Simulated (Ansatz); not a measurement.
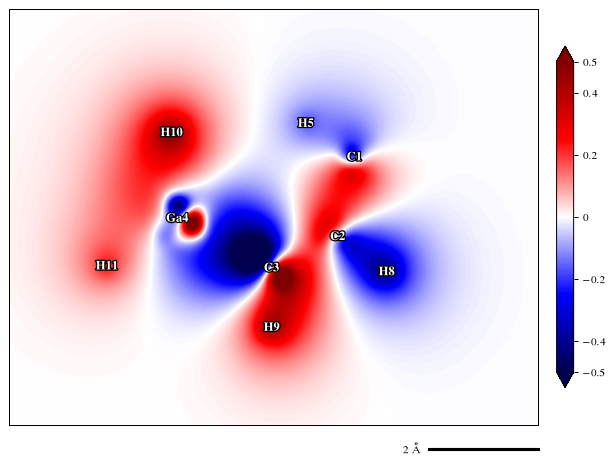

C₃H₇Ga. The HOMO−1 on the plane of atoms C3, C2 and H8 (values in Å⁻³ᐟ²; the overall sign is arbitrary).

Geometry: PBE0-D4/def2-TZVP.

All numbers below come from RKS PBE0-D4/def2-TZVPP (Ansatz 0.2.0).

```yaml
atoms:
  - { symbol: C, position_ang: [-1.1675, 1.0142, 0.0743] }
  - { symbol: C, position_ang: [-0.8861, -0.3985, 0.4493] }
  - { symbol: C, position_ang: [0.2568, -1.0713, 0.2688] }
  - { symbol: Ga, position_ang: [1.8942, -0.3958, -0.5407] }
  - { symbol: H, position_ang: [-0.3093, 1.4980, -0.3929] }
  - { symbol: H, position_ang: [-2.0153, 1.0650, -0.6168] }
  - { symbol: H, position_ang: [-1.4566, 1.5940, 0.9571] }
  - { symbol: H, position_ang: [-1.7257, -0.9138, 0.9213] }
  - { symbol: H, position_ang: [0.2624, -2.1042, 0.6140] }
  - { symbol: H, position_ang: [2.0198, 1.0754, -1.0785] }
  - { symbol: H, position_ang: [3.1272, -1.3630, -0.6560] }
```

Q: Describe this orbital and give its energy.

A: By Hirshfeld shares it lies mainly on C3 (about 30 %), Ga4 (about 25 %), H10 (about 15 %), C2 (about 10 %), H9 (about 5 %) and H8 (about 5 %). Its energy is −7.89 eV.
